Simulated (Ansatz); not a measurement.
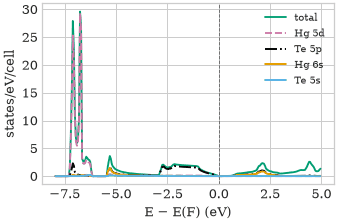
Figure: Total and projected density of states of HgTe (zinc blende, F-43m), DFT-PBEsol in the program Ansatz with PAW potentials

**Question.** Which orbitals carry the states next to the Fermi level?

**Answer.** Within 0.5 eV of the Fermi level: Te 5p 86 %, Hg 5d 9 %. Projections are on Löwdin-orthogonalised atomic valence shells; empty p or d shells of many metals are not among them.

**Question.** Where is the tallest occupied peak in this window, and what makes it?

**Answer.** Near -6.8 eV, about 30 states/eV per cell; the largest projected share is Hg 5d.

Symmetry was held in the PBEsol relaxation. Scalar-relativistic: spin–orbit coupling is off unless named, which matters more the heavier the elements.

Potentials: the later of the program's two PAW sets.
